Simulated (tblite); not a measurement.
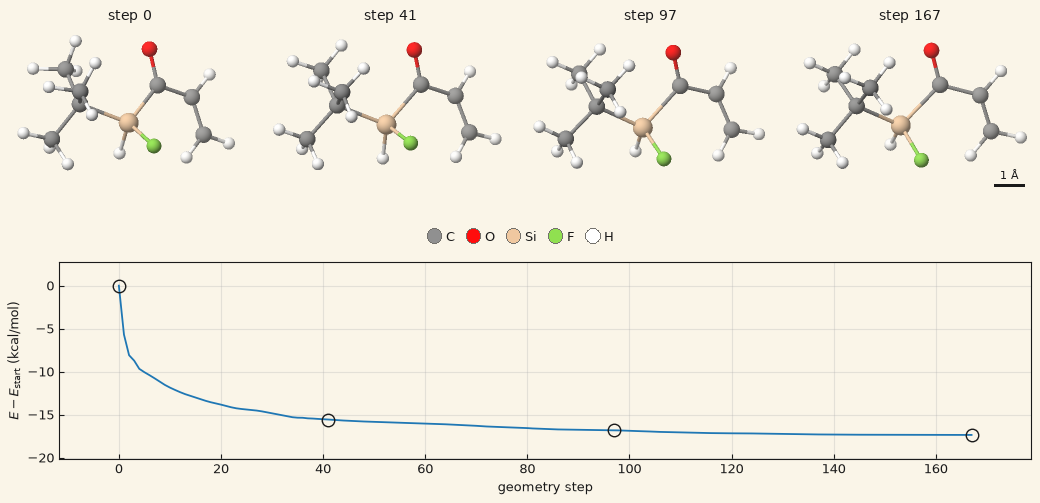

Frames of a relaxation of C7H13FOSi, marked on the history of the run. Style: ball-and-stick. Shown at a tilt.

Theory: GFN2-xTB geometry optimisation, gas phase in tblite. 

> Describe the path.

After 167 geometry steps the energy has fallen by 17.4 kcal/mol. The atom that moves furthest after the best rigid fit is an H atom (1.21 Å). Largest moves by element: H 1.21 Å, F 1.06 Å, Si 0.58 Å, C 0.57 Å, O 0.32 Å. Some distances before and after: C–Si 1.829 → 1.931 Å, F–Si 1.678 → 1.627 Å, C–Si 1.864 → 1.910 Å, C–O 1.258 → 1.218 Å. Among the angles between lasting bonds that change: C–Si–H 105.6° → 114.3°, C–Si–H 105.3° → 112.1°, C–Si–F 113.2° → 106.6°. Groups turn about C–Si by about 30°, C–C by about 30°, C–Si by about 20°. From step 0 to 41: an H atom moves most (0.69 Å), energy −15.6 kcal/mol. From step 41 to 97: the F atom moves most (0.74 Å), energy −1.25 kcal/mol. From step 97 to 167: an H atom moves most (0.77 Å), energy −0.54 kcal/mol.

```json
{"step": "0", "E − E(0), kcal/mol": "0.00"}
{"step": "1", "E − E(0), kcal/mol": "-5.69"}
{"step": "2", "E − E(0), kcal/mol": "-8.09"}
{"step": "3", "E − E(0), kcal/mol": "-8.72"}
{"step": "4", "E − E(0), kcal/mol": "-9.67"}
{"step": "5", "E − E(0), kcal/mol": "-10.06"}
{"step": "6", "E − E(0), kcal/mol": "-10.41"}
{"step": "7", "E − E(0), kcal/mol": "-10.77"}
{"step": "8", "E − E(0), kcal/mol": "-11.16"}
{"step": "9", "E − E(0), kcal/mol": "-11.54"}
{"step": "10", "E − E(0), kcal/mol": "-11.85"}
{"step": "18", "E − E(0), kcal/mol": "-13.56"}
{"step": "27", "E − E(0), kcal/mol": "-14.52"}
{"step": "35", "E − E(0), kcal/mol": "-15.35"}
{"step": "43", "E − E(0), kcal/mol": "-15.65"}
{"step": "51", "E − E(0), kcal/mol": "-15.85"}
{"step": "60", "E − E(0), kcal/mol": "-16.03"}
{"step": "68", "E − E(0), kcal/mol": "-16.22"}
{"step": "76", "E − E(0), kcal/mol": "-16.47"}
{"step": "84", "E − E(0), kcal/mol": "-16.67"}
{"step": "93", "E − E(0), kcal/mol": "-16.78"}
{"step": "101", "E − E(0), kcal/mol": "-16.90"}
{"step": "109", "E − E(0), kcal/mol": "-17.05"}
{"step": "117", "E − E(0), kcal/mol": "-17.15"}
{"step": "126", "E − E(0), kcal/mol": "-17.21"}
{"step": "134", "E − E(0), kcal/mol": "-17.28"}
{"step": "142", "E − E(0), kcal/mol": "-17.32"}
{"step": "150", "E − E(0), kcal/mol": "-17.34"}
{"step": "159", "E − E(0), kcal/mol": "-17.35"}
{"step": "167", "E − E(0), kcal/mol": "-17.36"}
```
